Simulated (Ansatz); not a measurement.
Ag (fcc, Cu type): map of one atom of the cell

Starting cell, Ag (fcc, Cu type):

```xyz
4
Lattice="4.0544 0.0000 0.0000 0.0000 4.0544 0.0000 0.0000 0.0000 4.0544" Properties=species:S:1:pos:R:3 pbc="T T T"
Ag     0.0000     0.0000     0.0000
Ag     2.0272     2.0272     0.0000
Ag     2.0272     0.0000     2.0272
Ag     0.0000     2.0272     2.0272
```

Two-dimensional scan of atom 1 (Ag, nearest neighbour Ag at 2.867 Å; its periodic images, 4.1 Å or more away, move with it): u runs along (1.000, 0.000, 0.000), v along (0.000, 1.000, 0.000) (Cartesian). Cell and other atoms are fixed.

These are PBEsol (plane waves to 420 eV, PAW, scalar-relativistic; Ansatz, a quantum-chemistry and plane-wave program) values and carry that method's errors. k mesh 9×9×9 (Γ-centred), Fermi-Dirac smearing 0.05 eV. E stands for the smeared free energy. With partly filled bands, energies and forces of such displacements shift with the k mesh and the smearing. On this mesh the relaxed cell isn't quite at rest: it carries a pressure of -0.2 GPa (compression positive) at the zero of the scan. Ag was relaxed with its symmetry unable to fall. ΔE is measured from the undisplaced structure. Axes are in Å.

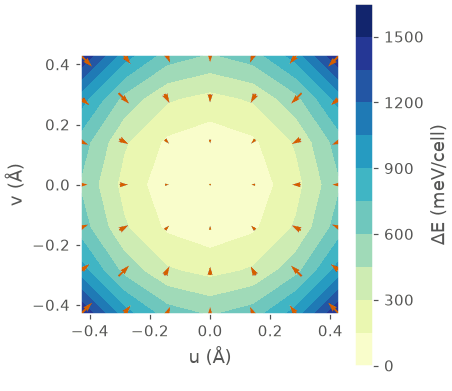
*ΔE (meV/cell) over the plane, with arrows for the in-plane force on the moved atom.*

Principal force constants in the plane (five-point differences of the forces): 5.8 eV/Å², isotropic. Lowest place on the grid: u = 0.000 Å, v = 0.000 Å (0 meV/cell). Centre of the map: a minimum. Highest place on the grid, met at several equal points: u = -0.430 Å, v = -0.430 Å; u = 0.430 Å, v = -0.430 Å; u = -0.430 Å, v = 0.430 Å; u = 0.430 Å, v = 0.430 Å (1511 meV/cell).

(For displaced atoms, the force is minus the slope of the energy, and its curvature is a force constant, which sets phonon frequencies.)
